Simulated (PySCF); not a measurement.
```xyz
15

N     2.4403    1.2556   -2.6389
C     1.6762    0.7320   -1.9609
C     0.7687    0.1123   -1.1048
C    -0.1570   -0.8146   -1.2869
C    -0.8994   -1.0984   -0.0130
C    -1.6501    0.1862    0.3061
C    -0.7150    1.0934    0.5581
F    -0.8561    2.3803    0.8688
C     0.6556    0.4584    0.4118
C     0.3094   -0.9467    0.9457
H    -1.4761   -2.0152    0.0242
H    -2.7145    0.2976    0.2708
H     1.4988    0.9997    0.8303
H     1.0940   -1.6812    0.7702
H     0.0208   -0.9514    1.9965
```

Geometry: GFN2-xTB.

Level of theory: UKS B3LYP, pcH-1 on C F H N, non-relativistic, mean-field spin-orbit, GIAO (PySCF).

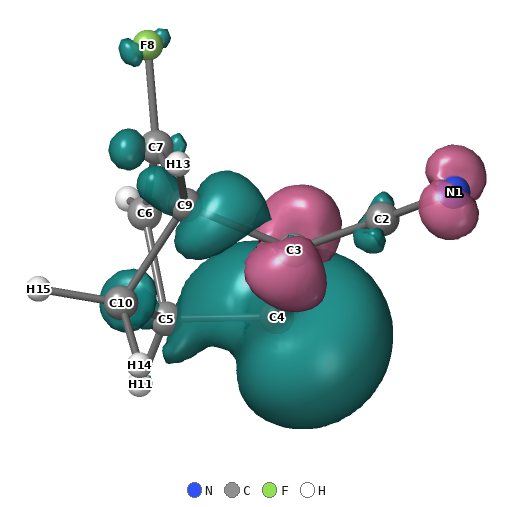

C8H5FN (doublet). Isosurfaces of the spin density at +0.02 (teal) and −0.02 e/Å³ (pink), seen at an oblique angle.

**Where is the unpaired spin?**

The unpaired spin (1 electron) lies mostly on C4 (about 0.8), in electrons by Hirshfeld's partition.
